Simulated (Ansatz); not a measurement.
# One shape, several levels: C2H8Si (dimethylsilane)

We compute a comparison of 6 runs (HF/STO-3G, HF/def2-SVP, B3LYP/6-31G*, PBE0/def2-SVP, B3LYP/def2-TZVP, MP2/6-31G**) of C2H8Si (dimethylsilane). 

The calculation is run with Ansatz 0.2.0.

3 further runs of the same task are left out: 1 for a known fault of the program, 2 set aside as unsound or not needed.

**1. Starting point**

The species is C2H8Si (11 atoms), meant as a singlet with charge 0. As SMILES, `C[SiH2]C`. Geometry: relaxed at PBE0-D4/def2-TZVP.

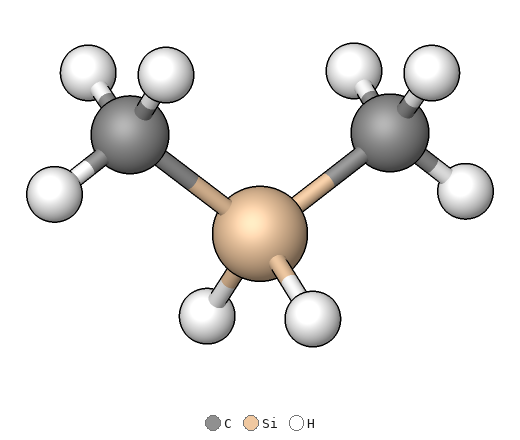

The structure, seen from a chosen angle (carbon grey, silicon light orange, hydrogen white).

**2. Energy and gradient at HF/STO-3G (run 1)**

The input, input.yaml:

```yaml
crystal:
  periodic: [false, false, false]
  atoms:
    - {symbol: C, position_ang: [-1.050200, 0.967200, -0.661200]}
    - {symbol: Si, position_ang: [-0.309200, -0.653200, -0.087600]}
    - {symbol: C, position_ang: [1.346600, -0.392300, 0.745700]}
    - {symbol: H, position_ang: [-2.015800, 0.806900, -1.146100]}
    - {symbol: H, position_ang: [-0.391700, 1.464600, -1.377800]}
    - {symbol: H, position_ang: [-1.204900, 1.644900, 0.182100]}
    - {symbol: H, position_ang: [-0.139900, -1.564200, -1.256100]}
    - {symbol: H, position_ang: [-1.245100, -1.319300, 0.863300]}
    - {symbol: H, position_ang: [2.058200, 0.075200, 0.060400]}
    - {symbol: H, position_ang: [1.772600, -1.342000, 1.077400]}
    - {symbol: H, position_ang: [1.244800, 0.255200, 1.620300]}
basis:
  gaussian: {orbitals: STO-3G}
total_charge: 0
hamiltonian: {xc: hf}
accuracy: high
output: {forces: true, orbitals: {seedname: orbitals}}
```

The run is started by

```sh
$ ansatz run input.yaml --threads 1 --pin off --max-ram 2610MiB --events-out events.jsonl --progress --plain --runs-dir runs
```

Log, shortened:

```text
Warning: RAYON_NUM_THREADS=1 ignored (pool sized by the plan → 1); use --threads N
Functional definition: HF
  name "HF"
[...]
539 factors; integrals over basis functions are off by at most 2.8e-9 eV
[...]
mean field -9934.92072370 eV, -365.1016024647 hartree, gradient 5.1e-8 eV, S^2 0.000000; 0 other end points of the search recorded, 0 dependent functions left out
[...]
reference -9934.92072370 eV, -365.1016024647 hartree; 17, 17 occupied and 10, 10 virtual orbitals, 539 factors
Total energy: -9934.92072370 eV, -365.1016024647 hartree
Atom 0 at    -1.050200     0.967200    -0.661200 Å, force     0.033469     0.090941     0.003020 eV/Å
Atom 1 at    -0.309200    -0.653200    -0.087600 Å, force    -0.853530    -1.762371    -0.242579 eV/Å
Atom 2 at     1.346600    -0.392300     0.745700 Å, force     0.052806     0.078371     0.017896 eV/Å
Atom 3 at    -2.015800     0.806900    -1.146100 Å, force     0.401915     0.105969     0.197640 eV/Å
Atom 4 at    -0.391700     1.464600    -1.377800 Å, force    -0.335132    -0.158221     0.311033 eV/Å
Atom 5 at    -1.204900     1.644900     0.182100 Å, force     0.043224    -0.240102    -0.413701 eV/Å
Atom 6 at    -0.139900    -1.564200    -1.256100 Å, force    -0.173695     1.119084     1.376217 eV/Å
Atom 7 at    -1.245100    -1.319300     0.863300 Å, force     1.120723     0.831470    -1.106545 eV/Å
Atom 8 at     2.058200     0.075200     0.060400 Å, force    -0.259929    -0.201407     0.355336 eV/Å
Atom 9 at     1.772600    -1.342000     1.077400 Å, force    -0.149407     0.421495    -0.126368 eV/Å
Atom 10 at     1.244800     0.255200     1.620300 Å, force     0.119556    -0.285229    -0.371949 eV/Å
Dipole moment:     0.014309     0.029621     0.004044 e Å
```

Run time: 1.8 s. Hardware: 1 thread of Intel Xeon at 2.50GHz (Skylake/Cascade Lake), shared host.

**3. Energy and forces at HF/def2-SVP (run 2)**

The input, in.yaml:

```yaml
crystal:
  periodic: [false, false, false]
  atoms:
    - symbol: C
      position_ang: [-1.050200, 0.967200, -0.661200]
    - symbol: Si
      position_ang: [-0.309200, -0.653200, -0.087600]
    - symbol: C
      position_ang: [1.346600, -0.392300, 0.745700]
    - symbol: H
      position_ang: [-2.015800, 0.806900, -1.146100]
    - symbol: H
      position_ang: [-0.391700, 1.464600, -1.377800]
    - symbol: H
      position_ang: [-1.204900, 1.644900, 0.182100]
    - symbol: H
      position_ang: [-0.139900, -1.564200, -1.256100]
    - symbol: H
      position_ang: [-1.245100, -1.319300, 0.863300]
    - symbol: H
      position_ang: [2.058200, 0.075200, 0.060400]
    - symbol: H
      position_ang: [1.772600, -1.342000, 1.077400]
    - symbol: H
      position_ang: [1.244800, 0.255200, 1.620300]
basis:
  gaussian: {orbitals: def2-SVP}
magnetization: {spin_polarized: false, initial_magnetization: 0}
hamiltonian: {xc: hf}
accuracy: high
output: {forces: true, orbitals: {seedname: orbitals}}
```

The run is started by

```sh
$ ansatz run in.yaml --threads 1 --pin off --max-ram 2610MiB --events-out events.jsonl --progress --plain --runs-dir runs
```

Log, shortened:

```text
Warning: RAYON_NUM_THREADS=1 ignored (pool sized by the plan → 1); use --threads N
[... 2 set-up lines as earlier in the session ...]
[...]
2062 factors; integrals over basis functions are off by at most 3.6e-9 eV
[...]
mean field -10046.23373558 eV, -369.1922802006 hartree, gradient 6.0e-8 eV, S^2 0.000000; 0 other end points of the search recorded, 0 dependent functions left out
[...]
reference -10046.23373558 eV, -369.1922802006 hartree; 17, 17 occupied and 69, 69 virtual orbitals, 2062 factors
Total energy: -10046.23373558 eV, -369.1922802006 hartree
Atom 0 at    -1.050200     0.967200    -0.661200 Å, force    -0.105470     0.230100    -0.084583 eV/Å
Atom 1 at    -0.309200    -0.653200    -0.087600 Å, force    -0.185535    -0.386561    -0.052961 eV/Å
Atom 2 at     1.346600    -0.392300     0.745700 Å, force     0.237292     0.034524     0.119300 eV/Å
Atom 3 at    -2.015800     0.806900    -1.146100 Å, force    -0.000406     0.020629    -0.002372 eV/Å
Atom 4 at    -0.391700     1.464600    -1.377800 Å, force    -0.017332     0.014861    -0.000221 eV/Å
Atom 5 at    -1.204900     1.644900     0.182100 Å, force    -0.009461     0.014733    -0.014452 eV/Å
Atom 6 at    -0.139900    -1.564200    -1.256100 Å, force    -0.009063     0.038273     0.051768 eV/Å
Atom 7 at    -1.245100    -1.319300     0.863300 Å, force     0.039788     0.026783    -0.042330 eV/Å
Atom 8 at     2.058200     0.075200     0.060400 Å, force     0.013546    -0.003067     0.018204 eV/Å
Atom 9 at     1.772600    -1.342000     1.077400 Å, force     0.014321     0.014591     0.005911 eV/Å
Atom 10 at     1.244800     0.255200     1.620300 Å, force     0.022319    -0.004866     0.001736 eV/Å
Dipole moment:     0.065751     0.135482     0.018653 e Å
```

Run time: 9.3 s. Hardware: 1 thread of Intel Xeon at 2.50GHz (Skylake/Cascade Lake), shared host; peak memory 0.25 GiB.

Run 3 isn't shown in full; the table further down has it.

**4. Energy and forces at PBE0/def2-SVP (run 4)**

The input, run.yaml:

```yaml
crystal:
  periodic: [false, false, false]
  atoms:
    - {symbol: C, position_ang: [-1.050200, 0.967200, -0.661200]}
    - {symbol: Si, position_ang: [-0.309200, -0.653200, -0.087600]}
    - {symbol: C, position_ang: [1.346600, -0.392300, 0.745700]}
    - {symbol: H, position_ang: [-2.015800, 0.806900, -1.146100]}
    - {symbol: H, position_ang: [-0.391700, 1.464600, -1.377800]}
    - {symbol: H, position_ang: [-1.204900, 1.644900, 0.182100]}
    - {symbol: H, position_ang: [-0.139900, -1.564200, -1.256100]}
    - {symbol: H, position_ang: [-1.245100, -1.319300, 0.863300]}
    - {symbol: H, position_ang: [2.058200, 0.075200, 0.060400]}
    - {symbol: H, position_ang: [1.772600, -1.342000, 1.077400]}
    - {symbol: H, position_ang: [1.244800, 0.255200, 1.620300]}
basis:
  gaussian:
    orbitals: def2-SVP
total_charge: 0
hamiltonian:
  xc: pbe0
accuracy: high
output: {forces: true, orbitals: {seedname: orbitals}}
```

The run is started by

```sh
$ ansatz run run.yaml --threads 1 --pin off --max-ram 2610MiB --events-out events.jsonl --progress --plain --runs-dir runs
```

Log, shortened:

```text
Warning: RAYON_NUM_THREADS=1 ignored (pool sized by the plan → 1); use --threads N
Functional definition: PBE0
  name "PBE0"
[...]
2062 factors; integrals over basis functions are off by at most 3.6e-9 eV
[...]
mean field -10072.41097524 eV, -370.1542760148 hartree, gradient 3.6e-8 eV, S^2 0.000000; 0 other end points of the search recorded, 0 dependent functions left out
[...]
reference -10072.41097779 eV, -370.1542761083 hartree; 17, 17 occupied and 69, 69 virtual orbitals, 2062 factors
Total energy: -10072.41097779 eV, -370.1542761083 hartree
Atom 0 at    -1.050200     0.967200    -0.661200 Å, force     0.050885    -0.108266     0.036148 eV/Å
Atom 1 at    -0.309200    -0.653200    -0.087600 Å, force    -0.014095    -0.033495    -0.004346 eV/Å
Atom 2 at     1.346600    -0.392300     0.745700 Å, force    -0.109377    -0.018499    -0.055312 eV/Å
Atom 3 at    -2.015800     0.806900    -1.146100 Å, force    -0.261594    -0.038501    -0.131749 eV/Å
Atom 4 at    -0.391700     1.464600    -1.377800 Å, force     0.170849     0.134566    -0.191229 eV/Å
Atom 5 at    -1.204900     1.644900     0.182100 Å, force    -0.044558     0.183950     0.222918 eV/Å
Atom 6 at    -0.139900    -1.564200    -1.256100 Å, force     0.013830    -0.091829    -0.112821 eV/Å
Atom 7 at    -1.245100    -1.319300     0.863300 Å, force    -0.092751    -0.068856     0.091141 eV/Å
Atom 8 at     2.058200     0.075200     0.060400 Å, force     0.191925     0.122287    -0.178537 eV/Å
Atom 9 at     1.772600    -1.342000     1.077400 Å, force     0.117575    -0.251288     0.090408 eV/Å
Atom 10 at     1.244800     0.255200     1.620300 Å, force    -0.022689     0.169931     0.233379 eV/Å
Dipole moment:     0.072914     0.150176     0.020683 e Å
```

Wall time 20 s (1 thread of Intel Xeon at 2.50GHz (Skylake/Cascade Lake), shared host); peak memory 0.29 GiB.

Run 5 isn't shown in full; the table further down has it.

**5. Energy and gradient at MP2/6-31G(d,p) (spherical functions) (run 6)**

The input, molecule.yaml:

```yaml
crystal:
  periodic: [false, false, false]
  atoms:
    - symbol: C
      position_ang: [-1.050200, 0.967200, -0.661200]
    - symbol: Si
      position_ang: [-0.309200, -0.653200, -0.087600]
    - symbol: C
      position_ang: [1.346600, -0.392300, 0.745700]
    - symbol: H
      position_ang: [-2.015800, 0.806900, -1.146100]
    - symbol: H
      position_ang: [-0.391700, 1.464600, -1.377800]
    - symbol: H
      position_ang: [-1.204900, 1.644900, 0.182100]
    - symbol: H
      position_ang: [-0.139900, -1.564200, -1.256100]
    - symbol: H
      position_ang: [-1.245100, -1.319300, 0.863300]
    - symbol: H
      position_ang: [2.058200, 0.075200, 0.060400]
    - symbol: H
      position_ang: [1.772600, -1.342000, 1.077400]
    - symbol: H
      position_ang: [1.244800, 0.255200, 1.620300]
basis:
  gaussian: {orbitals: 6-31G_st__st_-spherical.json}
correlation: {method: mp2, frozen_orbitals: {C: 1, H: 0, Si: 5}}
accuracy: high
output: {forces: true, orbitals: {seedname: orbitals}}
```

The basis set 6-31G** is read from a file made from the Basis Set Exchange's data (not shown).

The run is started by

```sh
$ ansatz run molecule.yaml --threads 1 --pin off --max-ram 2610MiB --events-out events.jsonl --progress --plain --runs-dir runs
```

Log, shortened:

```text
Warning: RAYON_NUM_THREADS=1 ignored (pool sized by the plan → 1); use --threads N
[... 2 set-up lines as earlier in the session ...]
[...]
2074 factors; integrals over basis functions are off by at most 1.2e-8 eV
[...]
mean field -10050.02393436 eV, -369.3315674368 hartree, gradient 2.3e-8 eV, S^2 0.000000; 0 other end points of the search recorded, 0 dependent functions left out
7 core orbitals not correlated: weight in the atoms' cores, before any rotation towards them, 1.000 or more for the frozen orbitals, at most 0.000 for the correlated occupied ones
reference -10050.02393436 eV, -369.3315674368 hartree; 10, 10 occupied and 69, 69 virtual orbitals, 2074 factors
second order -10.71416926 eV of doubles, -0.00000000 eV of singles
[...]
Total energy: -10060.73810362 eV, -369.7253058947 hartree
Atom 0 at    -1.050200     0.967200    -0.661200 Å, force    -0.096949     0.223475    -0.079246 eV/Å
Atom 1 at    -0.309200    -0.653200    -0.087600 Å, force    -0.212184    -0.441262    -0.060537 eV/Å
Atom 2 at     1.346600    -0.392300     0.745700 Å, force     0.227302     0.038421     0.113671 eV/Å
Atom 3 at    -2.015800     0.806900    -1.146100 Å, force     0.088717     0.047027     0.041020 eV/Å
Atom 4 at    -0.391700     1.464600    -1.377800 Å, force    -0.084279    -0.027710     0.072916 eV/Å
Atom 5 at    -1.204900     1.644900     0.182100 Å, force     0.007287    -0.046446    -0.101864 eV/Å
Atom 6 at    -0.139900    -1.564200    -1.256100 Å, force    -0.020330     0.120612     0.150562 eV/Å
Atom 7 at    -1.245100    -1.319300     0.863300 Å, force     0.121183     0.088614    -0.121229 eV/Å
Atom 8 at     2.058200     0.075200     0.060400 Å, force    -0.053549    -0.045560     0.091226 eV/Å
Atom 9 at     1.772600    -1.342000     1.077400 Å, force    -0.016092     0.108708    -0.020816 eV/Å
Atom 10 at     1.244800     0.255200     1.620300 Å, force     0.038893    -0.065879    -0.085702 eV/Å
Dipole moment:     0.068842     0.141817     0.019531 e Å
```

Run time: 18 s. Hardware: 1 thread of Intel Xeon at 2.50GHz (Skylake/Cascade Lake), shared host; peak memory 0.31 GiB.

**6. All runs side by side**

```tsv
run	level	Cartesian functions	frozen core orbitals	energy (Eh)	dipole moment (D)	HOMO energy (eV)	LUMO energy (eV)	wall time
1	HF/STO-3G	no	–	-365.101602	0.16	-10.38	14.12	1.8 s
2	HF/def2-SVP	no	–	-369.192280	0.73	-12.06	4.49	9.3 s
3	B3LYP/6-31G* (Cartesian functions)	yes	–	-370.537634	0.83	-8.39	1.59	16 s
4	PBE0/def2-SVP	no	–	-370.154276	0.81	-8.82	1.63	20 s
5	B3LYP/def2-TZVP	no	–	-370.604042	0.78	-8.59	0.77	46 s
6	MP2/6-31G** (spherical functions)	no	7	-369.725306	0.76	-11.93	4.81	18 s
```

**7. What came out**

| quantity | value |
| --- | --- |
| run 6: total energy | -369.72531 Eh |
| run 6: dipole moment (correlated density) | 0.76 D |
| run 6: HOMO energy (Hartree–Fock orbitals) | -11.93 eV |
| run 6: LUMO energy (Hartree–Fock orbitals) | 4.81 eV |
| run 6: HOMO–LUMO gap (Hartree–Fock orbitals) | 16.75 eV |
| run 6: correlation energy (7 core orbitals frozen) | -393.7 mEh |
| run 6: largest force on an atom | 0.493 eV/Å |

**Reading.** The dipole moment (its size) runs from 0.16 D (HF/STO-3G) to 0.83 D (B3LYP/6-31G*). The two ends differ in method and basis. Over runs 1, 2, 3, 4, 5 the HOMO–LUMO gap runs from 9.36 eV (B3LYP/def2-TZVP) to 24.50 eV (HF/STO-3G). Totals of different functionals can't be ranked against each other. In run 1 the basis is minimal, so the values are rough. All runs together took 1.9 min, the longest 46 s.
